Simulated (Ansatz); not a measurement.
# SiCl (doublet): correlated methods under varied settings at distance Si1–Cl2 = 2.067 Å

What do other methods and options give for SiCl (doublet) at this geometry, and how long do they take?

Method: the settings change from run to run; program: Ansatz 0.2.0, Gaussian basis.

33 further runs of the same task are left out: 2 for a known fault of the program, 28 that didn't finish, 3 set aside as unsound or not needed. Runs told in other sessions of the task aren't counted.

### 1 The geometry

The geometry derives from a PBE0/def2-TZVP stationary point (not a proven minimum). One bond is set to the value named and the two fragments are kept rigid.

2 atoms, charge 0, spin multiplicity 2.

Atoms are counted from 1 here; the program's logs count them from 0.

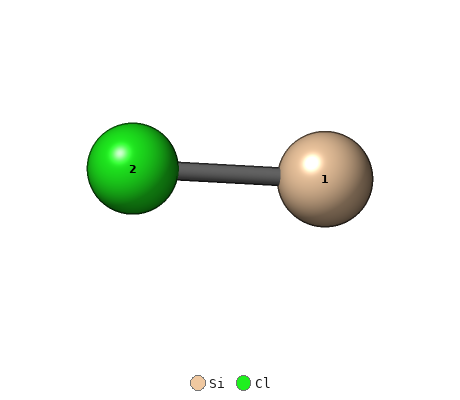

The geometry (silicon light orange, chlorine green); atoms are numbered from 1 in the order of the file.

As a file:

```
atom   x (Å)   y (Å)   z (Å)
 Si1  0.0000  0.0000  0.0000
 Cl2  0.0000  0.0000  2.0671
```

### 2 HF (UHF)/6-31G

Contents of in.yaml:

```yaml
crystal:
  periodic: [false, false, false]
  atoms:
    - {symbol: Si, position_ang: [0.000000, 0.000000, 0.000000]}
    - {symbol: Cl, position_ang: [0.000000, 0.000000, 2.067100]}
basis:
  gaussian: {orbitals: 6-31G}
magnetization: {spin_polarized: true, initial_magnetization: 1}
hamiltonian: {xc: hf}
scf: {lower_state_search: off}
output: {orbitals: {seedname: orbitals}}
```

Command:

```console
ansatz run in.yaml --threads 1 --pin off --events-out ev --progress --plain --max-ram 2393MiB
```

Standard output:

```text
Functional definition: HF
  name "HF"
  cite "Fock, Z. Phys. 61, 126 (1930) doi:10.1007/BF01340294"
  parent pbe
  exchange = exact_x
  correlation = 0
these checks for a lower state are left out or cut short: stability, starts, cluster_reference, orbital_swaps, neighbouring_geometries, increment
280 factors; integrals over basis functions are off by at most 1.1e-4 eV
mean field evaluation 1: about -20362.8698 eV, gradient 6.6e0 eV
mean field evaluation 2: about -20362.8726 eV, gradient 6.6e0 eV
mean field evaluation 4: about -20363.3364 eV, gradient 8.2e-1 eV
mean field evaluation 8: about -20363.3525 eV, gradient 1.1e-2 eV
mean field -20363.35253326 eV, -748.3394028213 hartree, gradient 1.7e-6 eV, S^2 0.754520; 0 other end points of the search recorded, 0 dependent functions left out
reference -20363.35253326 eV, -748.3394028213 hartree; 16, 15 occupied and 10, 11 virtual orbitals, 280 factors
Total energy: -20363.35253326 eV, -748.3394028213 hartree
Checks for a lower state left out: stability, starts, cluster_reference, orbital_swaps, neighbouring_geometries, increment
```

It took 0.12 s on 1 thread of AMD EPYC 9R45, shared host.

From the report: ⟨S²⟩ of the determinant 0.755 (pure doublet: 0.75).

### 3 BCCD on UHF/6-31G

in.yaml: that of step 2 with these lines changed.

```diff
@@ -8,4 +8,2 @@
 magnetization: {spin_polarized: true, initial_magnetization: 1}
-hamiltonian: {xc: hf}
-scf: {lower_state_search: off}
-output: {orbitals: {seedname: orbitals}}
+correlation: {method: bccd, electrons: all}
```

Same command.

Standard output, cut to the lines that bear on the results:

```text
Functional definition: HF
  name "HF"
  cite "Fock, Z. Phys. 61, 126 (1930) doi:10.1007/BF01340294"
  parent pbe
[...]
280 factors; integrals over basis functions are off by at most 1.1e-4 eV
[...]
mean field -20363.35253326 eV, -748.3394028213 hartree, gradient 1.7e-6 eV, S^2 0.754520; 4 other end points of the search recorded, 0 dependent functions left out
reference -20363.35253326 eV, -748.3394028213 hartree; 16, 15 occupied and 10, 11 virtual orbitals, 280 factors
second order -2.04746748 eV of doubles, -0.00000000 eV of singles
cycle   1  -2.26341790 eV  change   -2.2e-1 eV  update   7.1e-2
[...]
cycle   9  -2.41993830 eV  change    5.6e-6 eV  update   1.8e-5
Total energy: -20365.77247157 eV, -748.4283339137 hartree
```

Wall time 0.48 s (1 thread of AMD EPYC 9R45, shared host).

From the report: ⟨S²⟩ of the determinant 0.755 (pure doublet: 0.75); correlation -2.4199 eV; largest double amplitude 0.08.

### 4 NEVPT2(1,2)/6-31G

Contents of in.yaml:

```yaml
crystal:
  periodic: [false, false, false]
  atoms:
    - {symbol: Si, position_ang: [0.000000, 0.000000, 0.000000]}
    - {symbol: Cl, position_ang: [0.000000, 0.000000, 2.067100]}
basis:
  gaussian: {orbitals: 6-31G}
magnetization: {spin_polarized: false, initial_magnetization: 1}
correlation: {method: sc_nevpt2, electrons: outside_noble_gas, active_space: {window: {electrons: 1, orbitals: 2}}}
accuracy: high
scf: {lower_state_search: off}
```

The command is unchanged.

Standard output, cut to the lines that bear on the results:

```text
Functional definition: HF
  name "HF"
  cite "Fock, Z. Phys. 61, 126 (1930) doi:10.1007/BF01340294"
  parent pbe
[...]
504 factors; integrals over basis functions are off by at most 3.1e-9 eV
[...]
mean field -20363.33043677 eV, -748.3385907903 hartree, gradient 3.6e-8 eV, S^2 0.750000; 0 other end points of the search recorded, 0 dependent functions left out
reference -20363.33043677 eV, -748.3385907903 hartree; 16, 15 occupied and 10, 11 virtual orbitals, 504 factors
state -20363.33043677 eV, -748.3385907903 hartree
state -20363.33043677 eV, -748.3385907903 hartree; corrected -20365.19482220 eV, -748.4071056909 hartree
WARN: 1 active orbitals are nearly empty or full. The corrections depend on them more than the energy does, and are more stable in an active space without them
Total energy: -20365.19482220 eV, -748.4071056909 hartree
Checks for a lower state left out: stability, starts, cluster_reference, orbital_swaps, neighbouring_geometries, increment
```

It took 0.27 s on 1 thread of AMD EPYC 9R45, shared host.

From the report: 1 determinant; active occupations 1.00, 0.00. The report marks this result as in doubt.

### 5 HF (ROHF)/6-31G

Contents of in.yaml:

```yaml
crystal:
  periodic: [false, false, false]
  atoms:
    - {symbol: Si, position_ang: [0.000000, 0.000000, 0.000000]}
    - {symbol: Cl, position_ang: [0.000000, 0.000000, 2.067100]}
basis:
  gaussian: {orbitals: 6-31G}
magnetization: {spin_polarized: false, initial_magnetization: 1}
hamiltonian: {xc: hf}
scf: {lower_state_search: full}
output: {orbitals: {seedname: orbitals}}
```

Launched as before.

Standard output:

```text
Functional definition: HF
  name "HF"
  cite "Fock, Z. Phys. 61, 126 (1930) doi:10.1007/BF01340294"
  parent pbe
  exchange = exact_x
  correlation = 0
280 factors; integrals over basis functions are off by at most 1.1e-4 eV
mean field evaluation 1: about -20362.8387 eV, gradient 9.0e0 eV
mean field evaluation 2: about -20362.8412 eV, gradient 9.0e0 eV
mean field evaluation 4: about -20363.3240 eV, gradient 7.7e-1 eV
mean field evaluation 8: about -20363.3303 eV, gradient 3.5e-5 eV
mean field evaluation 16: about -20331.3848 eV, gradient 2.7e1 eV
mean field evaluation 32: about -20363.3303 eV, gradient 1.4e-5 eV
mean field evaluation 64: about -20363.3303 eV, gradient 1.1e-5 eV
mean field -20363.33027260 eV, -748.3385847571 hartree, gradient 1.2e-5 eV, S^2 0.750000; 5 other end points of the search recorded, 0 dependent functions left out
reference -20363.33027260 eV, -748.3385847571 hartree; 16, 15 occupied and 10, 11 virtual orbitals, 280 factors
Total energy: -20363.33027260 eV, -748.3385847571 hartree
```

Wall time 0.18 s (1 thread of AMD EPYC 9R45, shared host).

### 6 CCSDT(Q)/B on ROHF/STO-3G

Contents of in.yaml:

```yaml
crystal:
  periodic: [false, false, false]
  atoms:
    - {symbol: Si, position_ang: [0.000000, 0.000000, 0.000000]}
    - {symbol: Cl, position_ang: [0.000000, 0.000000, 2.067100]}
basis:
  gaussian: {orbitals: STO-3G}
magnetization: {spin_polarized: false, initial_magnetization: 1}
correlation: {method: ccsdt_q_b, electrons: valence}
scf: {lower_state_search: light}
```

Same command.

Standard output, cut to the lines that bear on the results:

```text
Functional definition: HF
  name "HF"
  cite "Fock, Z. Phys. 61, 126 (1930) doi:10.1007/BF01340294"
  parent pbe
[...]
292 factors; integrals over basis functions are off by at most 2.6e-8 eV
[...]
mean field -20140.85989907 eV, -740.1629493256 hartree, gradient 6.9e-6 eV, S^2 0.750000; 2 other end points of the search recorded, 0 dependent functions left out
10 core orbitals not correlated: weight in the atoms' cores, before any rotation towards them, 1.000 or more for the frozen orbitals, at most 0.000 for the correlated occupied ones
reference -20140.85989907 eV, -740.1629493256 hartree; 6, 5 occupied and 2, 3 virtual orbitals, 292 factors
second order -0.58231954 eV of doubles, -0.00805246 eV of singles
cycle   1  -0.73551840 eV  change   -1.4e-1 eV  update   5.6e-2
[...]
cycle  14  -0.88701013 eV  change   -4.8e-7 eV  update   3.2e-7
perturbative correction -0.00108942 eV, -0.0000400355 hartree
Total energy: -20141.74799863 eV, -740.1955863823 hartree
```

It took 1.1 s on 1 thread of AMD EPYC 9R45, shared host.

From the report: correlation -0.8881 eV; T1 0.012; largest double amplitude 0.08.

### 7 HF (ROHF)/def2-mTZVP

Contents of in.yaml:

```yaml
crystal:
  periodic: [false, false, false]
  atoms:
    - {symbol: Si, position_ang: [0.000000, 0.000000, 0.000000]}
    - {symbol: Cl, position_ang: [0.000000, 0.000000, 2.067100]}
basis:
  gaussian: {orbitals: def2-mTZVP}
magnetization: {spin_polarized: false, initial_magnetization: 1}
hamiltonian: {xc: hf}
output: {forces: true, orbitals: {seedname: orbitals}}
```

The command is unchanged.

Standard output:

```text
Functional definition: HF
  name "HF"
  cite "Fock, Z. Phys. 61, 126 (1930) doi:10.1007/BF01340294"
  parent pbe
  exchange = exact_x
  correlation = 0
366 factors; integrals over basis functions are off by at most 1.4e-3 eV
mean field evaluation 1: about -20365.1222 eV, gradient 1.1e1 eV
mean field evaluation 2: about -20365.1238 eV, gradient 1.1e1 eV
mean field evaluation 4: about -20365.6590 eV, gradient 1.1e0 eV
mean field evaluation 8: about -20365.6688 eV, gradient 6.0e-4 eV
mean field -20365.66884109 eV, -748.4245255639 hartree, gradient 1.3e-5 eV, S^2 0.750000; 0 other end points of the search recorded, 0 dependent functions left out
the calculation of the forces begins
reference -20365.66884109 eV, -748.4245255639 hartree; 16, 15 occupied and 28, 29 virtual orbitals, 366 factors
Total energy: -20365.66884109 eV, -748.4245255639 hartree
Atom 0 at     0.000000     0.000000     0.000000 Å, force    -0.000000    -0.000000    -0.400120 eV/Å
Atom 1 at     0.000000     0.000000     2.067100 Å, force     0.000000     0.000000     0.400120 eV/Å
Dipole moment:     0.000000     0.000000    -0.290183 e Å
```

Wall time 0.18 s (1 thread of AMD EPYC 9R45, shared host).

### 8 MP2 on UHF/6-31G

Contents of in.yaml:

```yaml
crystal:
  periodic: [false, false, false]
  atoms:
    - {symbol: Si, position_ang: [0.000000, 0.000000, 0.000000]}
    - {symbol: Cl, position_ang: [0.000000, 0.000000, 2.067100]}
basis:
  gaussian: {orbitals: 6-31G}
magnetization: {spin_polarized: true, initial_magnetization: 1}
correlation: {method: mp2, electrons: outside_noble_gas}
```

Same command.

Standard output:

```text
Functional definition: HF
  name "HF"
  cite "Fock, Z. Phys. 61, 126 (1930) doi:10.1007/BF01340294"
  parent pbe
  exchange = exact_x
  correlation = 0
280 factors; integrals over basis functions are off by at most 1.1e-4 eV
mean field evaluation 1: about -20362.8698 eV, gradient 6.6e0 eV
mean field evaluation 2: about -20362.8726 eV, gradient 6.6e0 eV
mean field evaluation 4: about -20363.3364 eV, gradient 8.2e-1 eV
mean field evaluation 8: about -20363.3525 eV, gradient 1.1e-2 eV
mean field evaluation 16: about -20363.3525 eV, gradient 2.4e-2 eV
mean field evaluation 32: about -20363.3525 eV, gradient 1.7e-6 eV
mean field -20363.35253326 eV, -748.3394028213 hartree, gradient 1.7e-6 eV, S^2 0.754520; 4 other end points of the search recorded, 0 dependent functions left out
10 core orbitals not correlated: weight in the atoms' cores, before any rotation towards them, 1.000 or more for the frozen orbitals, at most 0.000 for the correlated occupied ones
reference -20363.35253326 eV, -748.3394028213 hartree; 6, 5 occupied and 10, 11 virtual orbitals, 280 factors
second order -1.87274594 eV of doubles, -0.00000000 eV of singles
Total energy: -20365.22527920 eV, -748.4082249653 hartree
```

Run time: 0.15 s. Hardware: 1 thread of AMD EPYC 9R45, shared host.

From the report: ⟨S²⟩ of the determinant 0.755 (pure doublet: 0.75).

### 9 MRCISD+Q(relaxed)(11,8)/6-31G

Contents of in.yaml:

```yaml
crystal:
  periodic: [false, false, false]
  atoms:
    - {symbol: Si, position_ang: [0.000000, 0.000000, 0.000000]}
    - {symbol: Cl, position_ang: [0.000000, 0.000000, 2.067100]}
basis:
  gaussian: {orbitals: 6-31G}
magnetization: {spin_polarized: false, initial_magnetization: 1}
correlation: {method: fic_mrcisd_q_relaxed, electrons: valence, active_space: {window: {electrons: 11, orbitals: 8}}}
```

The command is unchanged.

Standard output, cut to the lines that bear on the results:

```text
Functional definition: HF
  name "HF"
  cite "Fock, Z. Phys. 61, 126 (1930) doi:10.1007/BF01340294"
  parent pbe
[...]
280 factors; integrals over basis functions are off by at most 1.1e-4 eV
[...]
mean field -20363.33027260 eV, -748.3385847571 hartree, gradient 3.0e-6 eV, S^2 0.750000; 2 other end points of the search recorded, 0 dependent functions left out
reference -20363.33027260 eV, -748.3385847571 hartree; 16, 15 occupied and 10, 11 virtual orbitals, 280 factors
state -20364.27580788 eV, -748.3733325376 hartree
contracted CI cycle   1: correlation 0.00000000 eV, 0.0000000000 hartree, residual 8.38e0 eV
contracted CI cycle   2: correlation -1.30724214 eV, -0.0480402625 hartree, residual 1.77e0 eV
contracted CI cycle   3: correlation -1.37072686 eV, -0.0503732829 hartree, residual 5.47e-1 eV
contracted CI cycle   4: correlation -1.37673769 eV, -0.0505941770 hartree, residual 2.39e-1 eV
contracted CI cycle   5: correlation -1.37768073 eV, -0.0506288330 hartree, residual 9.37e-2 eV
contracted CI cycle   6: correlation -1.37785742 eV, -0.0506353261 hartree, residual 3.29e-2 eV
contracted CI cycle   7: correlation -1.37787732 eV, -0.0506360575 hartree, residual 1.04e-2 eV
contracted CI cycle   8: correlation -1.37787972 eV, -0.0506361459 hartree, residual 3.16e-3 eV
contracted CI cycle   9: correlation -1.37787996 eV, -0.0506361544 hartree, residual 1.20e-3 eV
state -20364.27580788 eV, -748.3733325376 hartree; corrected -20365.69645188 eV, -748.4255402419 hartree
Total energy: -20365.69645188 eV, -748.4255402419 hartree
```

Run time: 1.5 s. Hardware: 1 thread of AMD EPYC 9R45, shared host.

From the report: 392 determinants; active occupations 2.00, 2.00, 1.98, 1.98, 1.96, 1.00, 0.05, 0.03.

### 10 CCSD(T)/6-31G

Contents of in.yaml:

```yaml
crystal:
  periodic: [false, false, false]
  atoms:
    - {symbol: Si, position_ang: [0.000000, 0.000000, 0.000000]}
    - {symbol: Cl, position_ang: [0.000000, 0.000000, 2.067100]}
basis:
  gaussian: {orbitals: 6-31G}
magnetization: {spin_polarized: false, initial_magnetization: 1}
hamiltonian: {xc: {name: r2SCAN}, pseudopotentials: {relativity: none}}
correlation: {method: ccsd_t, electrons: outside_noble_gas}
output: {forces: true}
```

Same command.

Standard output, cut to the lines that bear on the results:

```text
Functional definition: r2SCAN
  name "r2SCAN"
  cite "Furness, Kaplan, Ning, Perdew & Sun, J. Phys. Chem. Lett. 11, 8208 (2020) doi:10.1021/acs.jpclett.0c02405"
  cite "Furness, Kaplan, Ning, Perdew & Sun, J. Phys. Chem. Lett. 11, 9248 (2020) doi:10.1021/acs.jpclett.0c03077"
  parent r2scan
[...]
280 factors; integrals over basis functions are off by at most 1.1e-4 eV
[...]
mean field -20395.71173981 eV, -749.5285817281 hartree, gradient 2.5e-6 eV, S^2 0.750000; 4 other end points of the search recorded, 0 dependent functions left out
10 core orbitals not correlated: weight in the atoms' cores, before any rotation towards them, 1.000 or more for the frozen orbitals, at most 0.000 for the correlated occupied ones
reference -20363.05941088 eV, -748.3286307724 hartree; 6, 5 occupied and 10, 11 virtual orbitals, 280 factors
second order -2.07560730 eV of doubles, -0.18379388 eV of singles
cycle   1  -2.31181600 eV  change   -6.5e-2 eV  update   7.9e-2
[...]
cycle  12  -2.49071726 eV  change    1.9e-9 eV  update   4.5e-7
perturbative correction -0.08308919 eV, -0.0030534716 hartree
[...]
Total energy: -20365.63321733 eV, -748.4232164148 hartree
Atom 0 at     0.000000     0.000000     0.000000 Å, force     0.000000    -0.000000    -3.193231 eV/Å
Atom 1 at     0.000000     0.000000     2.067100 Å, force     0.000000     0.000000     3.193231 eV/Å
Dipole moment:     0.000000     0.000000    -0.363363 e Å
```

Wall time 1.7 s (1 thread of AMD EPYC 9R45, shared host).

From the report: correlation -2.5738 eV; T1 0.017; largest double amplitude 0.08. The orbitals are Kohn-Sham ones, so correlation energy and T1 don't compare with those on Hartree-Fock orbitals.

### 11 The runs in one table

Where basis and cores are those of an earlier FCI/6-31G run (-20365.7011 eV), and the records show the same count of frozen orbitals and kind of state, the miss against it is given; a blank cell means that this couldn't be shown. † marks a result that the program doubts.

```
                             level         correlated  functions  energy (eV)  from FCI (meV)    time
                    HF (UHF)/6-31G                            26  -20363.3525          2348.5  0.12 s
                 BCCD on UHF/6-31G                all         26  -20365.7725                  0.48 s
               NEVPT2(1,2)/6-31G †  outside noble gas         26  -20365.1948           506.3  0.27 s
                   HF (ROHF)/6-31G                            26  -20363.3303          2370.8  0.18 s
         CCSDT(Q)/B on ROHF/STO-3G            valence         18  -20141.7480                   1.1 s
              HF (ROHF)/def2-mTZVP                            44  -20365.6688                  0.18 s
                  MP2 on UHF/6-31G  outside noble gas         26  -20365.2253           475.8  0.15 s
     MRCISD+Q(relaxed)(11,8)/6-31G            valence         26  -20365.6965                   1.5 s
CCSD(T)/6-31G (on r2SCAN orbitals)  outside noble gas         26  -20365.6332                   1.7 s
```

### 12 What came out

```
quantity                                      value
    runs                                          9
quickest                     HF (UHF)/6-31G, 0.12 s
 slowest  CCSD(T)/6-31G (on r2SCAN orbitals), 1.7 s
```

In words: Total energies in different bases, with other cores or another treatment of relativity can't be set against each other. CCSD(T)/6-31G (on r2SCAN orbitals) took 14 times as long as HF (UHF)/6-31G; the jobs differ in more than the method. Among the correlated runs with a miss given, it spans +476 to +506 meV. Hartree-Fock, CASSCF and CASCI lack dynamic correlation by design.
